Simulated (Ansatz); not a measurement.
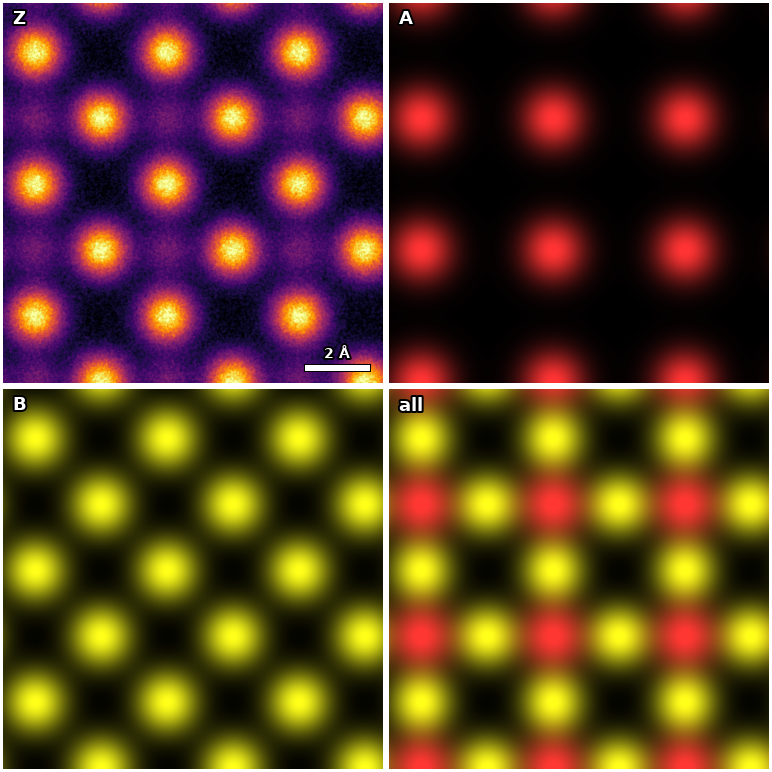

Ti₄Al (Im-3m, No. 229) along [001]. Panel Z: Simulation: incoherent imaging, intensity Z^1.6 per atom, probe width 1.24 Å, thin sample. The probe carries 25 % of its weight in a tail 2.5 times as wide. The display is stretched by a gamma of 0.8; percentages refer to the linear signal. Shot noise was added. The other panels are simulated element maps (the number of atoms of one element along the beam, blurred by 1.6 Å; each on its own scale, no channelling); the last overlays them. Structure: a calculation's starting geometry; the starting structure was generated, so it need not be a known form of this composition.

```xyz
10
Lattice="5.8890 0.0000 0.0000 0.0000 5.8890 0.0000 0.0000 0.0000 5.8890" Properties=species:S:1:pos:R:3 pbc="T T T"
Ti    1.4722    1.4722    4.4167
Ti    1.4722    4.4167    1.4722
Ti    4.4167    1.4722    1.4722
Ti    1.4722    1.4722    1.4722
Al    0.0000    0.0000    0.0000
Ti    4.4167    4.4167    1.4722
Ti    4.4167    1.4722    4.4167
Ti    1.4722    4.4167    4.4167
Ti    4.4167    4.4167    4.4167
Al    2.9445    2.9445    2.9445
```

Which element does each lettered map show?

A: Al, B: Ti. The projected cell (4.16 × 4.16 Å, 90°) holds 3 columns: 2 of Ti and 1 of Al. No column is shared by two of the mapped elements.
